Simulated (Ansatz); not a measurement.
**Dielectric function and optical constants of AlCo**

What colour and refractive index does AlCo have at this level of theory?

Calculated with Ansatz 0.2.0; DFT, PBE, plane-wave PAW, default files, scalar-relativistic, independent-particle optical response without local fields.

## (1) Starting point

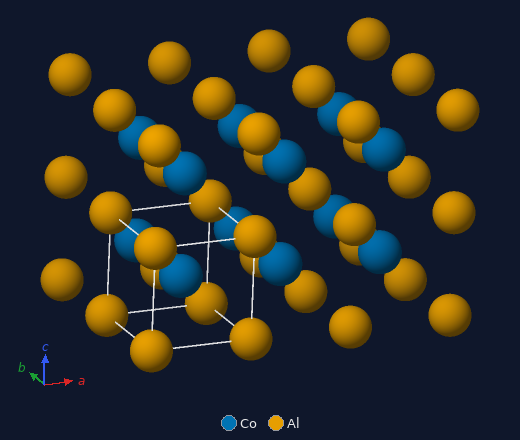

The starting structure, seen slightly off an axis (cobalt blue, aluminium orange). 3×2×2 cells are drawn. Some periodic images of atoms are drawn too.

## (2) Ground state and bands

The self-consistent density comes first; it also tells whether there is a gap, which decides the occupations and the need for a Drude term.

This step: DFT, PBE, plane-wave PAW, default files, scalar-relativistic, ground state (Ansatz 0.2.0).

Contents of input.yaml:

```yaml
crystal:
  lattice:
    - [2.81940321, 0.0, 0.0]
    - [0.0, 2.81940321, 0.0]
    - [0.0, 0.0, 2.81940321]
  atoms:
    - { symbol: Co, position: [0.5, 0.5, 0.5] }
    - { symbol: Al, position: [0.0, 0.0, 0.0] }
kpoints:
  mp_grid: { grid: [8, 8, 8] }
  band_path:
    path:
      - [[0.0, 0.0, 0.0], [0.0, 0.5, 0.0], [0.5, 0.5, 0.0], [0.0, 0.0, 0.0], [0.5, 0.5, 0.5], [0.0, 0.5, 0.0]]
      - [[0.5, 0.5, 0.0], [0.5, 0.5, 0.5]]
    npoints: 8
scf:
  occupations: { method: fermi_dirac, width: 0.05 }
  n_extra_bands: 6
hamiltonian:
  xc: pbe
  pseudopotentials: { kind: paw }
output:
  forces: true
  stress: true
  populations: true
  write_bands: true
```

On the command line:

```bash
$ ansatz run input.yaml --threads 4 --pin off --max-ram 8192MiB --backend cpu --events-out ev --progress --plain --runs-dir out
```

Numbers of over 12 decimals in the logs are rounded to 6 here.

The log of the run:

```text
scf.n_extra_bands = 6 over 10 filled bands (N_el = 20.0): the run solves 16 bands
Engine: ansatz 0.2.0, x86_64-unknown-linux-gnu
Pseudopotentials: kind: paw
Pseudopotential: Co, paw, valence charge 17, recommended cutoff 420 eV (normal), Co.paw.azcp
Pseudopotential: Al, paw, valence charge 3, recommended cutoff 420 eV (normal), Al.paw.azcp
Functional definition: PBE
  parameter kappa = 0.804
  parameter beta = 0.066725
  exchange = pbe_x(kappa = kappa, mu = beta*pi^2/3)
  correlation = pbe_c(beta = beta)
Crystal: 2 atoms, lattice volume = 22.412 Å³
Basis set: ecut = 420 eV, 461 PW (Γ), exchange–correlation on 40×40×40 points (8 copies of the dense FFT grid, shifted against one another)
Bands: 16, of which v1, the nominal top of the filled ones, is band 10 counted from 1 (9 counted from 0)
Symmetry: 48 space group operations
Space group: Pm-3m (ITA 221), of the structure as read, at distance tolerance 2.8e-5 Å
k-points: 35 of 512
Non-local potential: Co, projectors of the file, l = 0: 3, l = 1: 2, l = 2: 3, l = 3: 1
Non-local potential: Al, projectors of the file, l = 0: 2, l = 1: 2, l = 2: 1
PAW form: soft (Blöchl's): semilocal exchange-correlation on the pseudo side does not see the compensation charge
PAW one-centre angular grid: Co, 590 points (default); XC on 64 Gauss nodes
PAW one-centre angular grid: Al, 110 points (default); XC on 64 Gauss nodes
Initial density: superposition of atomic densities (neutral atoms: chi_scale 0, normalization atom), corrected by the library's trained network
Initial wavefunctions: pseudopotential atomic-orbital guess
Functional: x = pbe(κ = 0.804, μ = 0.219515), c = pbe(β = 0.066725)
SCF iter   1: F=—  HF=-5664.822741 eV  |F-HF|=—  |Δ(HF+E_count)|=         —  Δρ=1.16e-2  dr2=2.08e-2  ethr=1.77e-3  ⟨swp⟩=4.8  Hψ=2573  notcnv=0  defer=13
preconditioner: auto → none  [metal: Δε(μ)=0.090 eV  Ē_g=10.886 eV  σ=0.050 eV  W_gap=0.42  n_scr=6 (ndim 8)  ℏωp=27.2 eV  f_vac=0.000  D(μ)=0.87/eV (n_scr^D=6)  sad-step TF]
SCF iter   2: F=—  HF=-5664.821369 eV  |F-HF|=—  |Δ(HF+E_count)|=   1.37e-3  Δρ=6.49e-3  dr2=7.34e-3  ethr=1.04e-4  ⟨swp⟩=1.4  Hψ=861  notcnv=0  defer=28
SCF iter   3: F=—  HF=-5664.820562 eV  |F-HF|=—  |Δ(HF+E_count)|=   8.08e-4  Δρ=9.32e-4  dr2=1.42e-4  ethr=3.67e-5  ⟨swp⟩=1.1  Hψ=522  notcnv=0  defer=29
SCF iter   4: F=—  HF=-5664.820552 eV  |F-HF|=—  |Δ(HF+E_count)|=   9.91e-6  Δρ=1.74e-4  dr2=1.67e-6  ethr=7.11e-7  ⟨swp⟩=2.1  Hψ=638  notcnv=0  defer=29
SCF iter   5: F=—  HF=-5664.820632 eV  |F-HF|=—  |Δ(HF+E_count)|=   7.99e-5  Δρ=1.84e-5  dr2=2.85e-8  ethr=8.33e-9  ⟨swp⟩=2.5  Hψ=827  notcnv=0  defer=29
SCF iter   6: F=-5664.820632 eV  HF=-5664.820632 eV  |F-HF|=3.99e-10  |Δ(HF+E_count)|=   1.45e-9  Δρ=3.41e-6  dr2=7.91e-10  ethr=1.43e-10  ⟨swp⟩=5.6  Hψ=2157  notcnv=0
SCF 1 converged in 6 iterations: F = -5664.820632 eV  dr2 = 7.91e-10
  greatest PAW one-centre occupation: 1.000 electrons in one spin orbital (limit 2), on the Co atom at site 0 (counted from 0), in its partial waves of l = 1
NSCF: frozen V_eff on 50 k-points
SCF converged after 6 iterations
Free energy (F): -5664.820632 eV
Harris-Foulkes:  -5664.820632 eV  (|F-HF|=3.99e-10)
Internal energy: -5664.812880 eV  (E = F + TS)
E sigma→0 (E₀):  -5664.816756 eV
Entropy (-TS):   -0.007752 eV (-3.876 meV/atom)
Fermi energy:    15.051292 eV
--- Per-component energies (eV) ---
  E_band       = -274.295472
  E_kinetic    = 484.942782
  E_local      = -3632.305392  (includes V_loc(G=0)·N_el)
  E_nonlocal   = 466.541374
  E_hartree    = 1570.850249
  E_xc         = -201.388320
  E_vxc        = -237.664284  (∫ρ·V_xc dr)
  E_paw        = -1985.405420  (= ΣΔE_a)
  E_vpaw       = -497.512493  (= ΣTr[D̂ρ^β])
  E_aug_tail   = 0.000109  (compensation charges beyond the density's cutoff)
  E_ewald      = -2368.048262
  E_smearing   = -0.007752  (= −TS)
  E_closure    = -0.000000  (closes the sum)
  Σ components = -5664.820632   (vs F -5664.820632, Δ=0.00e0)
--- Forces (eV/Å), atoms counted from 1 ---
  atom   1  Co     0.00000000    -0.00000000    -0.00000000
  atom   2  Al    -0.00000000     0.00000000     0.00000000
  max |Σ_I F_I| component: 1.25e-29 eV/Å
--- Stress (GPa, compression-positive) ---
        6.717880       0.000000       0.000000
        0.000000       6.717880       0.000000
        0.000000       0.000000       6.717880
  P = ⅓ Tr σ = 6.7179 GPa (67.179 kbar)
--- Band table (eV; the first three rows and the last of 35) ---
  k-point 0: bands = [... 6 lower, 11.9284, 14.1749, 14.1749, 14.1749, 21.1572, 21.1572, 21.1572, 23.8824, ... 2 higher]
  k-point 1: bands = [... 6 lower, 12.0130, 14.0163, 14.0163, 14.1922, 19.0508, 21.5713, 21.5713, 23.8306, ... 2 higher]
  k-point 2: bands = [... 6 lower, 12.2262, 13.6732, 13.6732, 14.2343, 16.6422, 22.6866, 22.6866, 23.6873, ... 2 higher]
  k-point 34: bands = [... 6 lower, 10.9460, 14.8531, 14.8531, 17.3905, 17.3905, 17.3905, 19.4665, 20.5682, ... 2 higher]
--- Löwdin populations: 2 sites ---
  site symbol       q [e]
     0     Co     16.6288
     1     Al      3.1887
  spilling = 0.009125 (of n_electrons = 20.000000)
```

Run time: 0.8 s. Hardware: 4 threads of Intel Xeon at 2.70GHz, shared host; peak memory 0.32 GiB.

This run has no spin polarisation, although Co can carry a moment.

Numbers from this step:

```
free energy         : -5664.8206 eV
Fermi energy        : 15.05 eV
electrons           : 20
symmetry operations : 48
pressure            : 6.718 GPa
volume              : 22.41 Å³
gap on the path     : 0 eV
```

There are states at the Fermi level within the smearing, so the occupations stay smeared and the carriers get a Drude term. The cell is left with a pressure of 6.7 GPa, as it stands unrelaxed at this level.

The electronic bands at the labelled points (eV, zero at the Fermi level; # counts the bands kept):

```
    point     #3     #4     #5     #6     #7    #8     #9    #10
        Γ  -3.12  -0.88  -0.88  -0.88   6.11  6.11   6.11   8.83
        X  -2.50  -1.79  -1.79  -0.76   0.20  8.38  10.70  10.70
        M  -2.77  -2.77  -1.58  -1.58  -0.24  2.50   3.67  13.11
        Γ  -3.12  -0.88  -0.88  -0.88   6.11  6.11   6.11   8.83
        R  -4.11  -0.20  -0.20   2.34   2.34  2.34   4.42   5.52
        X  -2.50  -1.79  -1.79  -0.76   0.20  8.38  10.70  10.70
jump to M  -2.77  -2.77  -1.58  -1.58  -0.24  2.50   3.67  13.11
        R  -4.11  -0.20  -0.20   2.34   2.34  2.34   4.42   5.52
```

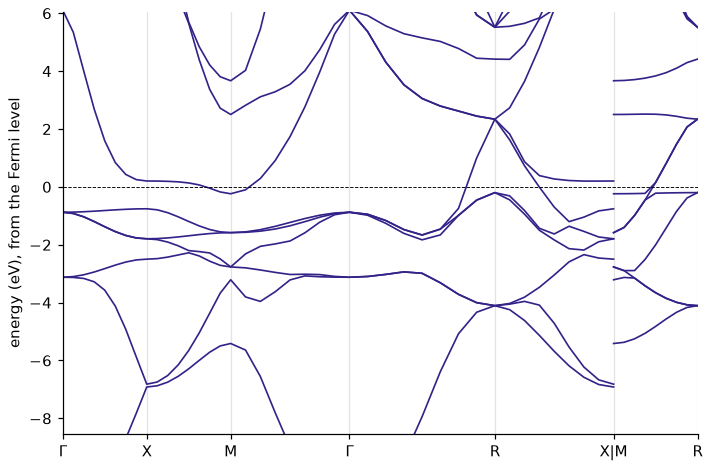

Electronic bands along the path.

## (3) Spectrum

With the density converged, the vertical transitions are summed over the zone.

This step: DFT, PBE, plane-wave PAW, default files, scalar-relativistic, independent-particle optical response without local fields (Ansatz 0.2.0).

input.yaml, the sections that differ from step 2:

```yaml
kpoints:
  mp_grid: { grid: [11, 11, 11] }
scf:
  occupations: { method: fermi_dirac, width: 0.05 }
output:
  optics:
    e_range: [0, 14]
    de: 0.05
    sigma: 0.1
    drude_damping: 0.05
    nscf_kmesh: { grid: [14, 14, 14] }
    bands: { spectra_wanted_up_to: 14 }
# crystal, hamiltonian: as in step 2
```

The log of the run:

```text
[...]
Crystal: 2 atoms, lattice volume = 22.412 Å³
Basis set: ecut = 420 eV, 461 PW (Γ)
Bands: 14, of which v1, the nominal top of the filled ones, is band 10 counted from 1 (9 counted from 0)
[... 1 set-up line as in the run before ...]
[...]
k-points: 56 of 1331
[...]
SCF iter   1: F=—  HF=-5664.826201 eV  |F-HF|=—  |Δ(HF+E_count)|=         —  Δρ=1.17e-2  dr2=2.11e-2  ethr=1.77e-3  ⟨swp⟩=4.6  Hψ=3714  notcnv=0
[...]
SCF iter   7: F=-5664.824009 eV  HF=-5664.824009 eV  |F-HF|=0.00e0  |Δ(HF+E_count)|=  3.02e-10  Δρ=9.60e-8  dr2=4.90e-13  ethr=1.00e-12  ⟨swp⟩=1.9  Hψ=2422  notcnv=0
SCF 1 converged in 7 iterations: F = -5664.824009 eV  dr2 = 4.90e-13
[...]
NSCF: frozen V_eff on 120 k-points
output.optics: what the bands over the 22 summed would add to eps1, eps2 and the energy-loss function is held between a lower and an upper bound (7 Lanczos steps). eps1, eps2 and their loss function (loss_summed_bands) are given on every row as the summed bands alone make them. Along an axis, on a row where the two bounds hold the loss function to about 1 % of the greater of itself and 0.5 % of |1/eps|, its cell (loss_completed) is given, with the completed eps1 and eps2 that it is formed of (a cell that is left empty reads nan in the table and null in the record). The two bounds hold it so along every axis on all 280 rows up to 14.000 eV. [rest of the remark cut]
SCF converged after 7 iterations
Free energy (F): -5664.824009 eV
[...]
Internal energy: -5664.816286 eV  (E = F + TS)
E sigma→0 (E₀):  -5664.820148 eV
Entropy (-TS):   -0.007723 eV (-3.861 meV/atom)
Fermi energy:    15.061385 eV
[...]
--- Band table (eV; the first three rows and the last of 56) ---
  k-point 0: bands = [... 6 lower, 11.9294, 14.1757, 14.1757, 14.1757, 21.1569, 21.1569, 21.1569, 23.8824]
  k-point 1: bands = [... 6 lower, 11.9750, 14.0883, 14.0883, 14.1851, 19.8015, 21.3793, 21.3793, 23.8548]
  k-point 2: bands = [... 6 lower, 12.1003, 13.8694, 13.8694, 14.2103, 17.8454, 22.0050, 22.0050, 23.7748]
  k-point 55: bands = [... 6 lower, 11.0011, 14.7093, 14.7093, 16.5713, 17.4533, 17.4533, 19.4398, 20.7937]
```

Elapsed: 9.2 s, on 4 threads; peak memory 0.87 GiB; 32 s of CPU time.

Read-outs, printed or worked out from the files:

* main peak of the optical conductivity above 1 eV, first axis: 5.000 eV
* Drude plasma energy, first axis: 4.023 eV
* bands summed: 22
* spectra valid up to: 23.22 eV
* program's estimate of the k-sum error in Im epsilon: 0.16 %
* electrons in the f-sum: 8.426

The Im ε, any direction has structure finer than the step of the table below, so its rows give means over 1 eV, whole bins alone (the curve runs from 0.3 to 14 eV). Peaks (eV: height): 5.0: 21.8, 6.5: 12.5.

Im ε, any direction against photon energy; means over each step:

```
photon energy (eV)  Im ε, any direction
                 1                 31.3
                 2                 16.3
                 3                 8.34
                 4                 4.69
                 5                 12.3
                 6                 9.68
                 7                 9.84
                 8                 6.77
                 9                 5.98
                10                 3.65
                11                 2.73
                12                 1.99
                13                 1.35
```

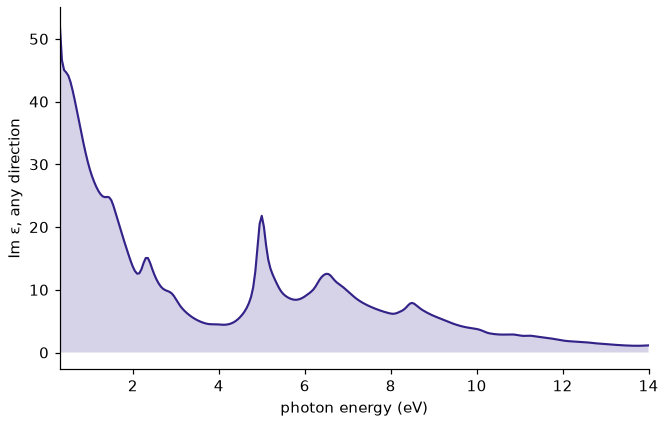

Im ε, any direction, plotted against photon energy.

The Re ε, any direction by photon energy:

```
photon energy (eV)  Re ε, any direction
                 1                -2.48
                 2                -1.93
                 3               -0.927
                 4                 4.85
                 5                 5.81
                 6                 2.91
                 7                -2.46
                 8                -1.72
                 9                -3.42
                10                -3.08
                11                -2.32
                12                -2.13
                13                -1.60
                14                -1.03
```

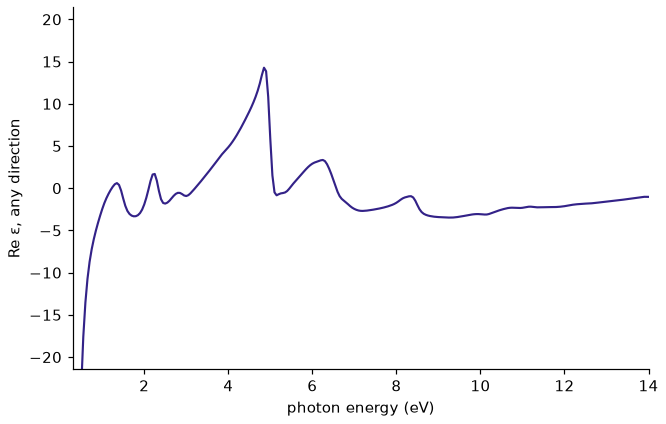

Re ε, any direction against photon energy. Below 1 eV the curve runs off the scale.

The reflectivity at normal incidence, any direction has structure finer than the step of the table below, so its rows give means over 1 eV, whole bins alone (the curve runs from 0.3 to 14 eV). Peaks (eV: height): 2.4: 50.1, 5.0: 52.5, 7.0: 47.9, 10.2: 53.0, 12.0: 52.2.

The reflectivity at normal incidence, any direction by photon energy; means over each step:

```
photon energy (eV)  reflectivity at normal incidence, any direction (%)
                 1                                                 62.4
                 2                                                 51.7
                 3                                                 39.2
                 4                                                 24.3
                 5                                                 43.0
                 6                                                 37.8
                 7                                                 47.0
                 8                                                 42.3
                 9                                                 49.7
                10                                                 51.6
                11                                                 48.3
                12                                                 51.1
                13                                                 51.2
```

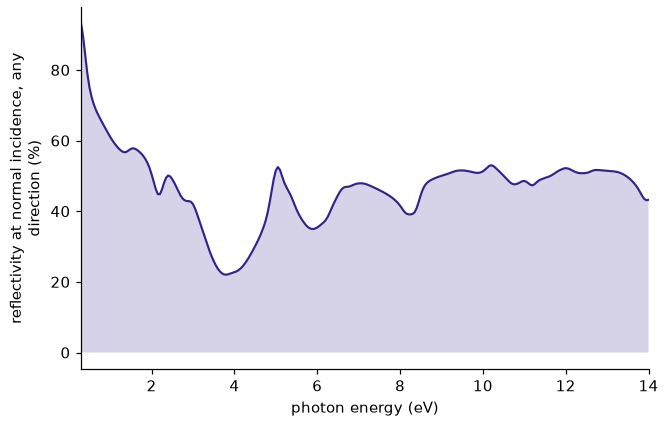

Reflectivity at normal incidence, any direction, plotted against photon energy.

The loss function −Im 1/ε at q → 0, any direction has structure finer than the step of the table below, so its rows give means over 1 eV, whole bins alone (the curve runs from 0.3 to 14 eV). Peaks (eV: height): 3.5: 0.175.

Table of loss function −Im 1/ε at q → 0, any direction by energy loss; means over each step:

```
energy loss (eV)  loss function −Im 1/ε at q → 0, any direction
               1                                         0.0324
               2                                         0.0630
               3                                          0.126
               4                                          0.106
               5                                         0.0591
               6                                         0.0990
               7                                         0.0980
               8                                          0.139
               9                                          0.128
              10                                          0.162
              11                                          0.214
              12                                          0.241
              13                                          0.314
```

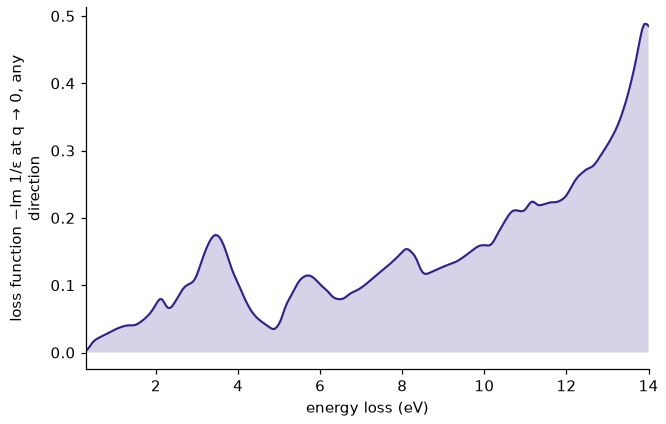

Loss function −Im 1/ε at q → 0, any direction, plotted against energy loss.

Values under 1 per cm are given as 1. Table of absorption coefficient, any direction by photon energy:

```
photon energy (eV)  absorption coefficient, any direction (1/cm)
              1.00                                         4.0e5
              2.00                                         5.7e5
              3.00                                         6.6e5
              4.00                                         3.8e5
              5.00                                         1.5e6
              6.00                                         1.1e6
              7.00                                         1.8e6
              8.00                                         1.6e6
              9.00                                         2.1e6
             10.00                                         2.0e6
             11.00                                         1.9e6
             12.00                                         1.9e6
             13.00                                         1.8e6
             14.00                                         1.6e6
```

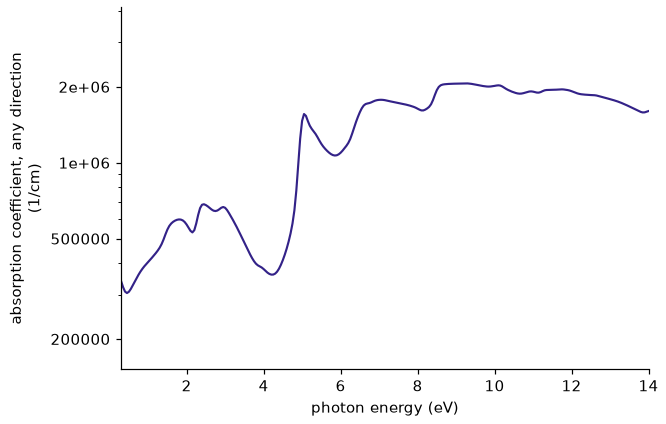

Absorption coefficient, any direction, plotted against photon energy.

From ε follow the optical constants at some laser and lamp lines:

```
wavelength (nm)     n      k  R (%)     1/α
           1550  3.84  4.563   65.3   27 nm
            800  3.27  3.574   57.8   18 nm
            450  2.16  2.305   43.5   16 nm
            405  1.88  2.080   40.4   15 nm
            365  1.84  1.510   28.9   19 nm
            308  2.42  0.921   22.8   27 nm
            193  2.68  2.279   42.8  6.7 nm
```

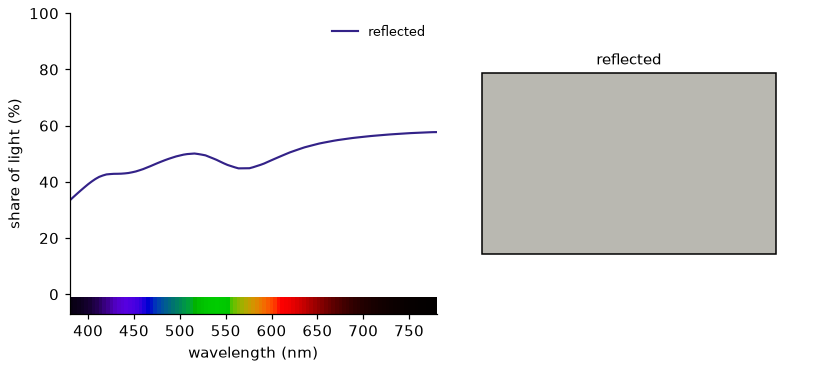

Light reflected across the visible range, with the colour that it makes of daylight (sRGB).

A polished face would reflect 48 % of daylight and look light grey (CIE x = 0.319, y = 0.337 under D65).

## (4) What came out

```json
{"gap on the path": "0 eV", "main peak of the optical conductivity above 1 eV, first axis": "5.00 eV", "Drude plasma energy, first axis": "4.02 eV"}
```

What this shows: At this level (PBE, independent particles) AlCo is a metal with a Drude plasma energy of 4.0 eV; it reflects 46 % at 550 nm. Along x the bare Drude plasma energy is 4.0 eV; Re ε first rises through zero at 1.23 eV, far lower, because interband transitions screen the carriers. Im ε is 25 there, so the loss peak at that energy is weak. A polished face would reflect 48 % of daylight and look light grey (CIE x = 0.319, y = 0.337 under D65). In the base run ε includes the program's bounded estimate of what the bands above those summed add. The carriers' damping of 0.05 eV is typed, not computed; at 0.8 eV the carriers give 4 % of Im ε along the first axis; the rest comes from the sum over bands, which at low energy also holds close bands and the noise of the mesh. The run has no spin polarisation; magnetic order or correlation, untested here, could change the spectrum. The Fermi-Dirac width of 0.05 eV acts as an electron temperature of 580 K in the carriers' term.

[Logs are printed without paths, hosts, clocks, repeated set-up lines and the standing remarks that a program may print on its own settings, such as how far it seeks lower states.]

[Hosts, paths, dates, database ids (printed as entryN), source tags and the programs' standing remarks are cut or masked in the printed files.]
